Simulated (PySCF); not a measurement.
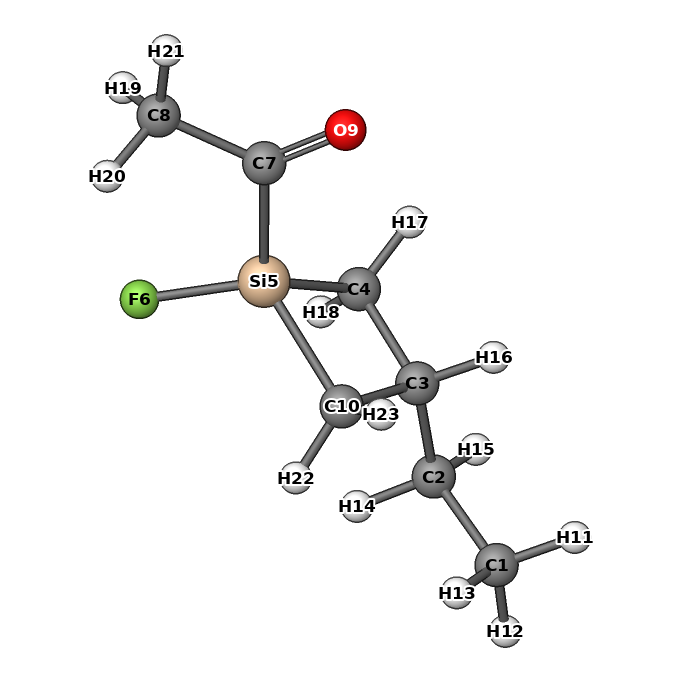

The questions are on isotropic NMR shieldings of the H atoms. The computed structure is the end point of a GFN2-xTB optimisation. No frequency run is at hand to confirm it as a minimum. Method: GIAO PBE0/pcSseg-1 NMR shielding, non-relativistic, gas phase (PySCF 2.14.0).

Give the isotropic NMR shieldings of the H atoms atom by atom.

```json
{"atom": "H11", "σ (ppm)": "30.97"}
{"atom": "H12", "σ (ppm)": "30.59"}
{"atom": "H13", "σ (ppm)": "30.72"}
{"atom": "H14", "σ (ppm)": "30.58"}
{"atom": "H15", "σ (ppm)": "30.03"}
{"atom": "H16", "σ (ppm)": "29.99"}
{"atom": "H17", "σ (ppm)": "29.68"}
{"atom": "H18", "σ (ppm)": "30.26"}
{"atom": "H19", "σ (ppm)": "28.98"}
{"atom": "H20", "σ (ppm)": "28.88"}
{"atom": "H21", "σ (ppm)": "29.44"}
{"atom": "H22", "σ (ppm)": "30.43"}
{"atom": "H23", "σ (ppm)": "29.72"}
```

The geometry is semi-empirical. Around Si such bond lengths and angles can be off by a tenth of an ångström or more and by several degrees, and values that hang on the shape move with them.
